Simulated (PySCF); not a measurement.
**PO₃: a changed input and its effect**

System: PO₃ (metaphosphate (po31-) (8ci,9ci)), charge −1, SMILES O=P(=O)[O-].
Method of run 1: GIAO PBE0/pcSseg-1 NMR shielding, non-relativistic, gas phase (PySCF 2.14.0).

The geometry comes from this level: PBE0-D3(BJ)/def2-SVP. Text and figures count atoms from 1; the logs count them from 0 in places.

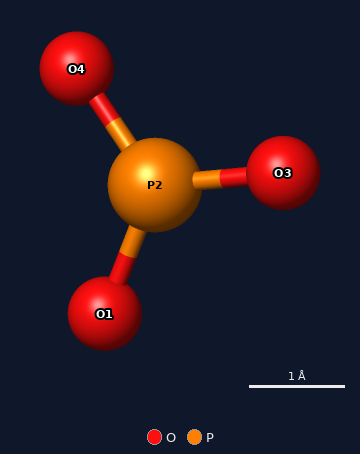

**Figure 1.** The structure (ball-and-stick view, seen at a tilt; atoms are numbered from 1 in the order of the input). Bond lengths as drawn: O–P 1.50 Å.

The input, run 1:
```
{"job": {"kind": "nmr", "xc": "PBE0", "basis": "pcSseg-1"}, "charge": -1, "multiplicity": 1}
O     -0.427793    -1.358837    -0.491620
P      0.009087    -0.006094    -0.009003
O     -0.421300     1.229562    -0.745698
O      0.876741     0.109839     1.210878
```

The first line tells a small driver script what to run in PySCF; the rest is the geometry in Å.

Launched with:
```bash
OMP_NUM_THREADS=1 python <driver script> task.json out
```

Hardware: 1 CPU thread, shared host.

Output (run 1):
```
coarse grid: 4888 points
cycle   1  E = -566.4026183688  dE =  7.745e-01  |g| = 1.286e+00  |ddm| = 2.355e+00
cycle   2  E = -565.9624959764  dE =  4.401e-01  |g| = 2.021e+00  |ddm| = 1.905e+00
cycle   3  E = -566.6973587335  dE = -7.349e-01  |g| = 7.662e-02  |ddm| = 1.288e+00
cycle   4  E = -566.6986447576  dE = -1.286e-03  |g| = 2.523e-02  |ddm| = 1.050e-01
cycle   5  E = -566.6987619823  dE = -1.172e-04  |g| = 3.492e-03  |ddm| = 2.288e-02
cycle   6  E = -566.6987642659  dE = -2.284e-06  |g| = 1.034e-03  |ddm| = 3.047e-03
final grid: 45552 points
cycle   7  E = -566.7539965821  dE = -3.499e-06  |g| = 9.117e-03  |ddm| = 1.048e-02
cycle   8  E = -566.7539781142  dE =  1.847e-05  |g| = 1.371e-02  |ddm| = 1.148e-02
cycle   9  E = -566.7540095238  dE = -3.141e-05  |g| = 1.443e-03  |ddm| = 7.810e-03
cycle  10  E = -566.7540098719  dE = -3.481e-07  |g| = 5.032e-04  |ddm| = 1.116e-03
cycle  11  E = -566.7540099191  dE = -4.723e-08  |g| = 3.839e-05  |ddm| = 3.390e-04
cycle  12  E = -566.7540099194  dE = -2.866e-10  |g| = 2.978e-06  |ddm| = 2.602e-05
converged SCF energy = -566.7540099194

GIAO shielding tensors (ppm)
atom      isotropic    diamagn.    paramagn.     s11        s22        s33       span
  0 O      126.184     400.021    -273.837     32.526    128.695    217.332    184.806
  1 P      216.251     970.299    -754.048    186.961    230.729    231.062     44.101
  2 O      126.202     400.037    -273.835     32.363    128.541    217.702    185.339
  3 O      126.150     400.034    -273.884     32.454    128.584    217.413    184.959
```

The input of run 2 differs as follows (lines with − go, lines with + come):
```diff
-"xc": "PBE0"
-"basis": "pcSseg-1"
+"xc": "PBE"
+"basis": "pcSseg-2"
+"pop": false
```

What does this change do to the results?

The total energies belong to different models, so their difference says nothing on which is more stable or more accurate. The HOMO goes from −1.88 to −0.69 eV. The LUMO goes from 5.49 to 3.93 eV. Of all shieldings, the largest change is that of P2, by −13.4 ppm. The functional changes from PBE0 to PBE. The SCF takes 15 iterations against 12. The basis functions go from 75 to 151.

Output (run 2):
```
coarse grid: 4888 points
cycle   1  E = -566.5303577184  dE =  8.849e-01  |g| = 1.503e+00  |ddm| = 2.092e+00
cycle   2  E = -564.9636870677  dE =  1.567e+00  |g| = 3.184e+00  |ddm| = 2.906e+00
cycle   3  E = -566.9318229389  dE = -1.968e+00  |g| = 1.566e-01  |ddm| = 2.287e+00
cycle   4  E = -566.9357408481  dE = -3.918e-03  |g| = 9.796e-02  |ddm| = 2.197e-01
cycle   5  E = -566.9378088919  dE = -2.068e-03  |g| = 1.294e-02  |ddm| = 8.372e-02
cycle   6  E = -566.9378257740  dE = -1.688e-05  |g| = 8.728e-03  |ddm| = 9.402e-03
cycle   7  E = -566.9378391092  dE = -1.334e-05  |g| = 2.534e-03  |ddm| = 5.836e-03
cycle   8  E = -566.9378402804  dE = -1.171e-06  |g| = 5.106e-05  |ddm| = 1.363e-03
final grid: 45552 points
cycle   9  E = -566.9314123038  dE = -1.781e-05  |g| = 1.029e-02  |ddm| = 1.286e-02
cycle  10  E = -566.9313491722  dE =  6.313e-05  |g| = 2.168e-02  |ddm| = 1.525e-02
cycle  11  E = -566.9314291665  dE = -7.999e-05  |g| = 1.663e-03  |ddm| = 1.132e-02
cycle  12  E = -566.9314297349  dE = -5.684e-07  |g| = 2.575e-04  |ddm| = 1.415e-03
cycle  13  E = -566.9314297245  dE =  1.038e-08  |g| = 3.444e-04  |ddm| = 2.993e-04
cycle  14  E = -566.9314297472  dE = -2.265e-08  |g| = 1.467e-05  |ddm| = 1.885e-04
cycle  15  E = -566.9314297472  dE = -2.933e-11  |g| = 1.609e-06  |ddm| = 7.110e-06
converged SCF energy = -566.9314297472

GIAO shielding tensors (ppm)
atom      isotropic    diamagn.    paramagn.     s11        s22        s33       span
  0 O      128.646     398.231    -269.585     65.279     98.944    221.716    156.437
  1 P      202.846     964.697    -761.851    145.718    231.232    231.587     85.868
  2 O      128.638     398.245    -269.607     65.053     98.815    222.047    156.993
  3 O      128.605     398.242    -269.638     65.203     98.833    221.778    156.575
```

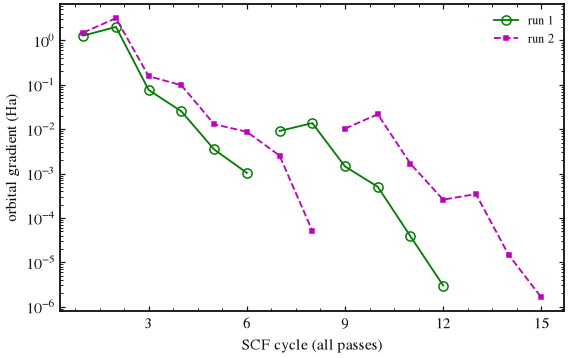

**Figure 2.** Convergence of the two runs: orbital gradient against the SCF cycle. A break in a curve parts two SCF passes (coarse and final grid). Run 1 takes 12 cycles in all, and run 2 takes 15.

The two runs side by side:

| quantity | run 1 | run 2 |
| --- | --- | --- |
| outcome | converged | converged |
| total energy (hartree) | −566.754010 | −566.931430 |
| HOMO (eV) | −1.88 | −0.69 |
| LUMO (eV) | 5.49 | 3.93 |
| shielding of O1 (ppm) | 126.2 | 128.6 |
| shielding of P2 (ppm) | 216.3 | 202.8 |
| shielding of O3 (ppm) | 126.2 | 128.6 |
| shielding of O4 (ppm) | 126.2 | 128.6 |
| SCF iterations | 12 | 15 |
| basis functions | 75 | 151 |
| wall time (shared host) | 2.6 s | 7.3 s |
